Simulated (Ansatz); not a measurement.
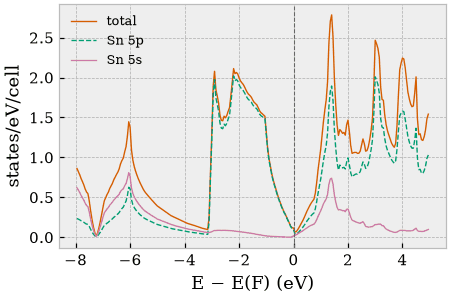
Figure: Total and projected density of states of Sn (diamond, Fd-3m), plane-wave PAW PBE (Ansatz code)

Task: Which orbitals carry the states next to the Fermi level?

Result: Within 0.5 eV of the Fermi level: Sn 5p 82 %, Sn 5s 16 %. Projections are on Löwdin-orthogonalised atomic valence shells; empty p or d shells of many metals are not among them.

Task: Where is the tallest occupied peak in this window, and what makes it?

Result: Near -2.2 eV, about 2.1 states/eV per cell; the largest projected share is Sn 5p.

This is a known low-temperature phase of the composition, computed here at zero pressure and temperature. The cell was relaxed with PBE under the symmetry of its start; its stability against distortions is not shown here. Spin–orbit coupling is left out wherever it is not named.

Potentials: the earlier of the program's two PAW sets.
